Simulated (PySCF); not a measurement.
Si(CF3)2(F)(Me), SMILES FC(F)([Si](C(F)(F)F)(C)F)F, singlet at its PBE0/def2-SVP optimised geometry (Å):

```
14

C     -1.0127     1.1952     0.0000
Si    -0.3385    -0.5191     0.0000
F     -0.8040    -1.3534     1.3089
C      1.5877    -0.5191     0.0000
F      2.1130    -1.7453     0.0055
F      2.0572     0.1303     1.0761
F      2.0531     0.1184    -1.0864
C     -0.9433    -1.5157    -1.5332
F     -2.2840    -1.5609    -1.5633
F     -0.5380    -0.9203    -2.6665
F     -0.4943    -2.7718    -1.5530
H     -0.6781     1.7357    -0.8989
H     -0.6644     1.7453     0.8871
H     -2.1130     1.1759     0.0059
```

Calculation: PBE0/def2-TZVP (PySCF). Cells within 0.4 Å of a nucleus heavier than hydrogen are left out (blank, or x).

Map of the electron localisation function on the plane z = 1.2 Å:

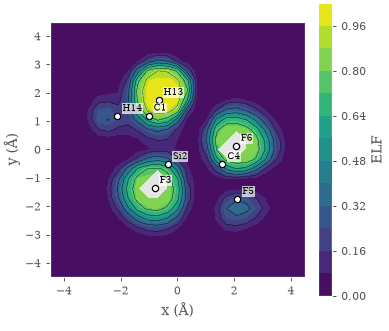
*Electron localisation function on the plane z = 1.2 Å.*
